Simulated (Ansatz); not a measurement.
# Si3H7 (SMILES [SiH3][SiH][SiH3]): levels of theory compared

Wanted: a comparison of 6 runs (U-r2SCAN/cc-pVDZ, U-wB97M-V/cc-pVDZ, UB2PLYP/cc-pVDZ, UBLYP/cc-pVDZ, UCCSD/cc-pVDZ, UCCSD(T)/cc-pVDZ) of Si3H7. 

The calculation is run with Ansatz 0.2.0.

26 further runs of the same task are left out: 26 set aside as unsound or not needed.

## Step 1: The molecule

The species is Si3H7 (10 atoms), meant as a doublet with charge 0. SMILES: `[SiH3][SiH][SiH3]`. The Si3–H8 distance was set to 1.933 Å, away from the relaxed value.

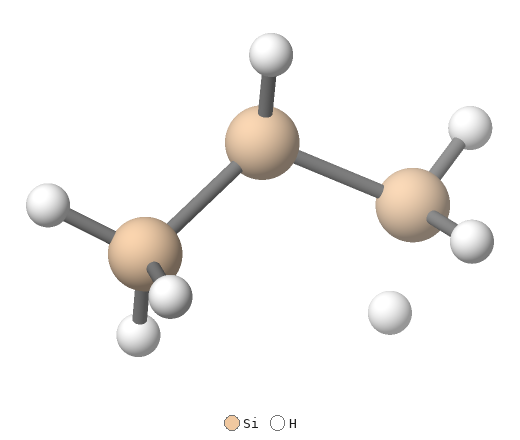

The structure, seen from a chosen angle (silicon light orange, hydrogen white).

## Step 2: A single-point energy at U-r2SCAN/cc-pVDZ (run 1)

Input file in.yaml:

```yaml
basis:
  gaussian:
    orbitals: cc-pVDZ
crystal:
  periodic: [false, false, false]
  atoms:
    - {symbol: Si, position_ang: [-0.973336, 1.108770, -1.306764]}
    - {symbol: Si, position_ang: [1.072964, 0.122270, -0.817164]}
    - {symbol: Si, position_ang: [1.353964, -0.749430, 1.318536]}
    - {symbol: H, position_ang: [-2.058336, 0.188670, -0.874664]}
    - {symbol: H, position_ang: [-1.090136, 1.343670, -2.770564]}
    - {symbol: H, position_ang: [-1.151936, 2.411770, -0.606464]}
    - {symbol: H, position_ang: [2.239364, 0.926070, -1.282164]}
    - {symbol: H, position_ang: [-0.178100, -1.849500, 1.741300]}
    - {symbol: H, position_ang: [1.468564, 0.317970, 2.351736]}
    - {symbol: H, position_ang: [2.582064, -1.586430, 1.371236]}
magnetization:
  spin_polarized: true
  initial_magnetization: 1
hamiltonian:
  xc: r2scan
accuracy: high
output: {orbitals: {seedname: orbitals}}
```

On the command line:

```
ansatz run in.yaml --threads 1 --pin off --max-ram 3480MiB --events-out events.jsonl --progress --plain --runs-dir runs
```

The program printed:

```text
Warning: RAYON_NUM_THREADS=1 ignored (pool sized by the plan → 1); use --threads N
Functional definition: r2SCAN
  name "r2SCAN"
  parameter k0 = 0.174
  parameter k1 = 0.065
  parameter a1 = 4.9479
  exchange = r2scan_x(k0 = k0, k1 = k1, a1 = a1)
  correlation = r2scan_c
2108 factors; integrals over basis functions are off by at most 3.9e-9 eV
mean field evaluation 1: about -23741.3071 eV, gradient 8.5e0 eV
mean field evaluation 2: about -23741.8418 eV, gradient 4.7e0 eV
mean field evaluation 4: about -23742.0447 eV, gradient 3.2e-1 eV
mean field evaluation 8: about -23742.0316 eV, gradient 5.6e-2 eV
mean field evaluation 16: about -23742.0316 eV, gradient 1.4e-4 eV
mean field -23742.03160139 eV, -872.5035684242 hartree, gradient 4.8e-8 eV, S^2 0.757115; 0 other end points of the search recorded, 0 dependent functions left out
reference -23742.03160433 eV, -872.5035685321 hartree; 25, 24 occupied and 64, 65 virtual orbitals, 2108 factors
Total energy: -23742.03160433 eV, -872.5035685321 hartree
```

Wall time 38 s (1 thread of Arm Neoverse V2, shared host); peak memory 0.48 GiB.

## Step 3: A single-point energy at U-wB97M-V/cc-pVDZ (run 2)

Input file input.yaml:

```yaml
crystal:
  periodic: [false, false, false]
  atoms:
    - symbol: Si
      position_ang: [-0.973336, 1.108770, -1.306764]
    - symbol: Si
      position_ang: [1.072964, 0.122270, -0.817164]
    - symbol: Si
      position_ang: [1.353964, -0.749430, 1.318536]
    - symbol: H
      position_ang: [-2.058336, 0.188670, -0.874664]
    - symbol: H
      position_ang: [-1.090136, 1.343670, -2.770564]
    - symbol: H
      position_ang: [-1.151936, 2.411770, -0.606464]
    - symbol: H
      position_ang: [2.239364, 0.926070, -1.282164]
    - symbol: H
      position_ang: [-0.178100, -1.849500, 1.741300]
    - symbol: H
      position_ang: [1.468564, 0.317970, 2.351736]
    - symbol: H
      position_ang: [2.582064, -1.586430, 1.371236]
basis:
  gaussian:
    orbitals: cc-pVDZ
magnetization:
  spin_polarized: true
  initial_magnetization: 1
hamiltonian:
  xc: {name: wB97M-V}
accuracy: high
output:
  orbitals: {seedname: orbitals}
```

On the command line:

```
ansatz run input.yaml --threads 1 --pin off --max-ram 3480MiB --events-out events.jsonl --progress --plain --runs-dir runs
```

The program printed:

```text
Warning: RAYON_NUM_THREADS=1 ignored (pool sized by the plan → 1); use --threads N
Functional definition: wB97M-V
  name "wB97M-V"
  parameter omega = 0.3/bohr
  parameter cx = 0.15
  parameter cx01 = 1.007
  parameter cx10 = 0.259
  parameter css00 = 0.443
  parameter css04 = -1.437
  parameter css10 = -4.535
  parameter css20 = -3.390
  parameter css43 = 4.278
  parameter cos00 = 1.000
  parameter cos10 = 1.358
  parameter cos20 = 2.924
  parameter cos21 = -8.812
  parameter cos60 = -1.390
  parameter cos61 = 9.142
  parameter b = 6.0
  parameter c = 0.01
  gx(w, u) = 1 - cx + cx01*u + cx10*w
  gss(w, u) = css00 + css04*u^4 + css10*w + css20*w^2 + css43*w^4*u^3
  gos(w, u) = cos00 + cos10*w + (cos20 + cos21*u)*w^2 + (cos60 + cos61*u)*w^6
  exchange = spin_sum(e_x_unif_sr(omega)*gx(b97_w, b97_u_x)) + cx*exact_x_sr(omega) + exact_x_lr(omega)
  correlation = spin_sum(e_c_pw_mod_same_spin*gss(b97_w, b97_u_same))
      + integral(e_c_pw_mod_opposite_spin*gos(b97_w_opposite, b97_u_opposite)) + vv10(b, c)
2108 factors; integrals over basis functions are off by at most 3.9e-9 eV
467 factors; integrals over basis functions are off by at most 2.2e-9 eV
mean field evaluation 1: about -23741.0990 eV, gradient 5.8e0 eV
mean field evaluation 2: about -23741.4646 eV, gradient 1.6e0 eV
mean field evaluation 4: about -23741.5013 eV, gradient 7.2e-1 eV
mean field evaluation 8: about -23741.5865 eV, gradient 6.2e-2 eV
mean field evaluation 16: about -23741.5866 eV, gradient 2.4e-4 eV
mean field -23741.58659408 eV, -872.4872147070 hartree, gradient 5.6e-8 eV, S^2 0.752165; 0 other end points of the search recorded, 0 dependent functions left out
reference -23741.58659947 eV, -872.4872149053 hartree; 25, 24 occupied and 64, 65 virtual orbitals, 2108 factors
Total energy: -23741.58659947 eV, -872.4872149053 hartree
```

It took 2.8 min on 1 thread of Arm Neoverse V2, shared host; peak memory 1.2 GiB.

Runs 3 to 5 aren't shown in full; the table further down has their settings and results.

## Step 4: The energy at UCCSD(T)/cc-pVDZ (run 6)

Input file molecule.yaml:

```yaml
crystal:
  periodic: [false, false, false]
  atoms:
    - symbol: Si
      position_ang: [-0.973336, 1.108770, -1.306764]
    - symbol: Si
      position_ang: [1.072964, 0.122270, -0.817164]
    - symbol: Si
      position_ang: [1.353964, -0.749430, 1.318536]
    - symbol: H
      position_ang: [-2.058336, 0.188670, -0.874664]
    - symbol: H
      position_ang: [-1.090136, 1.343670, -2.770564]
    - symbol: H
      position_ang: [-1.151936, 2.411770, -0.606464]
    - symbol: H
      position_ang: [2.239364, 0.926070, -1.282164]
    - symbol: H
      position_ang: [-0.178100, -1.849500, 1.741300]
    - symbol: H
      position_ang: [1.468564, 0.317970, 2.351736]
    - symbol: H
      position_ang: [2.582064, -1.586430, 1.371236]
basis:
  gaussian:
    orbitals: cc-pVDZ
magnetization:
  spin_polarized: true
  initial_magnetization: 1
correlation:
  method: ccsd_t
  frozen_orbitals: {H: 0, Si: 5}
accuracy: high
scf:
  omitted_lower_state_checks: [cluster_reference, increment]
```

On the command line:

```
ansatz run molecule.yaml --threads 1 --pin off --max-ram 3480MiB --events-out events.jsonl --progress --plain --runs-dir runs
```

The program printed:

```text
Warning: RAYON_NUM_THREADS=1 ignored (pool sized by the plan → 1); use --threads N
Functional definition: HF
  name "HF"
  exchange = exact_x
  correlation = 0
these checks for a lower state are left out or cut short: cluster_reference, increment
2108 factors; integrals over basis functions are off by at most 3.9e-9 eV
mean field evaluation 1: about -23693.6355 eV, gradient 1.1e1 eV
mean field evaluation 2: about -23693.6721 eV, gradient 1.1e1 eV
mean field evaluation 4: about -23695.3047 eV, gradient 7.9e-1 eV
mean field evaluation 8: about -23695.3185 eV, gradient 1.0e-3 eV
mean field -23695.31846540 eV, -870.7868923396 hartree, gradient 2.5e-8 eV, S^2 0.760887; 0 other end points of the search recorded, 0 dependent functions left out
15 core orbitals not correlated: weight in the atoms' cores, before any rotation towards them, 1.000 or more for the frozen orbitals, at most 0.000 for the correlated occupied ones
reference -23695.31846540 eV, -870.7868923396 hartree; 10, 9 occupied and 64, 65 virtual orbitals, 2108 factors
second order -7.98906275 eV of doubles, -0.00000000 eV of singles
cycle   1  -9.35312142 eV  change    -1.4e0 eV  update   9.4e-2
cycle   2  -9.86561240 eV  change   -5.1e-1 eV  update   3.5e-2
cycle   3  -9.89620257 eV  change   -3.1e-2 eV  update   1.0e-2
cycle   4  -9.89319794 eV  change    3.0e-3 eV  update   3.6e-3
cycle   5  -9.89218902 eV  change    1.0e-3 eV  update   1.3e-3
cycle   6  -9.89204993 eV  change    1.4e-4 eV  update   5.1e-4
cycle   7  -9.89217230 eV  change   -1.2e-4 eV  update   2.3e-4
cycle   8  -9.89227685 eV  change   -1.0e-4 eV  update   8.5e-5
cycle   9  -9.89227658 eV  change    2.7e-7 eV  update   3.4e-5
cycle  10  -9.89226637 eV  change    1.0e-5 eV  update   1.4e-5
cycle  11  -9.89226622 eV  change    1.6e-7 eV  update   6.8e-6
cycle  12  -9.89226460 eV  change    1.6e-6 eV  update   2.9e-6
cycle  13  -9.89226600 eV  change   -1.4e-6 eV  update   1.1e-6
cycle  14  -9.89226573 eV  change    2.7e-7 eV  update   4.8e-7
cycle  15  -9.89226545 eV  change    2.7e-7 eV  update   2.2e-7
cycle  16  -9.89226539 eV  change    6.8e-8 eV  update   9.5e-8
cycle  17  -9.89226536 eV  change    2.8e-8 eV  update   4.9e-8
cycle  18  -9.89226536 eV  change   -5.9e-9 eV  update   3.1e-8
cycle  19  -9.89226532 eV  change    4.2e-8 eV  update   9.9e-8
cycle  20  -9.89226530 eV  change    1.8e-8 eV  update   3.0e-8
cycle  21  -9.89226530 eV  change    3.8e-9 eV  update   9.6e-9
cycle  22  -9.89226530 eV  change   7.0e-10 eV  update   3.8e-9
cycle  23  -9.89226530 eV  change   1.9e-10 eV  update   1.5e-9
perturbative correction -0.27566534 eV, -0.0101305144 hartree
Total energy: -23705.48639604 eV, -871.1605568986 hartree
Checks for a lower state left out: cluster_reference, increment
```

Run time: 48 s. Hardware: 1 thread of Arm Neoverse V2, shared host; peak memory 0.82 GiB.

## Step 5: Overview of the runs

```
run              level  frozen core orbitals  energy (Eh)  HOMO energy (eV)  LUMO energy (eV)   ⟨S²⟩  wall time
  1   U-r2SCAN/cc-pVDZ                     –  -872.503569             -5.54             -3.37  0.757       38 s
  2  U-wB97M-V/cc-pVDZ                     –  -872.487215             -7.86             -1.19  0.752    2.8 min
  3    UB2PLYP/cc-pVDZ                    15  -872.185740             -6.99             -1.60  0.755       22 s
  4      UBLYP/cc-pVDZ                     –  -872.551132             -4.86             -3.63  0.753       15 s
  5      UCCSD/cc-pVDZ                    15  -871.150426                 –                 –  0.761       39 s
  6   UCCSD(T)/cc-pVDZ                    15  -871.160557                 –                 –  0.761       48 s
```

## Step 6: What came out

| quantity | value |
| --- | --- |
| run 6: total energy | -871.16056 Eh |
| run 6: correlation energy (15 core orbitals frozen) | -373.7 mEh |
| run 6: (T) correction | -10.13 mEh |
| run 6: ⟨S²⟩ of the reference determinant | 0.761 |
| run 6: T1 diagnostic | 0.015 |

What this shows: Totals of different functionals can't be ranked against each other. All runs together took 5.4 min, the longest 2.8 min.
